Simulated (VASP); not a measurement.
Shape and ions are relaxed at each volume.

Energy against volume of Sb (a7). All values below come from TPSS meta-GGA, VASP's PBE PAW potentials (set 64) (plane waves; VASP).

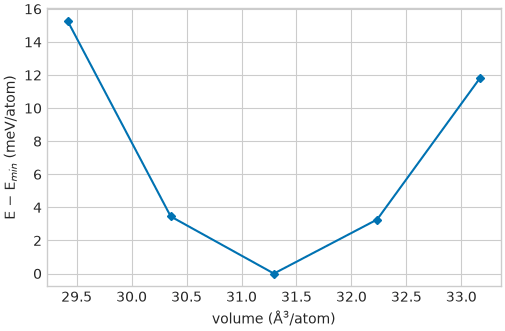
Fig. 1. Energy against volume

### Question
Estimate the equilibrium volume and the bulk modulus.

### Answer
The minimum lies near 31.3 Å³/atom, and the curvature gives B0 of about 38 GPa.

Measured: bulk modulus 39.5 GPa at 0 K (computed value off by -3.5 %), as given by K. Lejaeghere et al., Critical reviews in solid state and materials sciences/CRC critical reviews in solid state and materials sciences (2013), arXiv:1204.2733 [extrapolated to 0 K and zero-point effects removed (source: thermally corrected experimental values)].

The compound is Sb in the a7 structure. It was relaxed first.
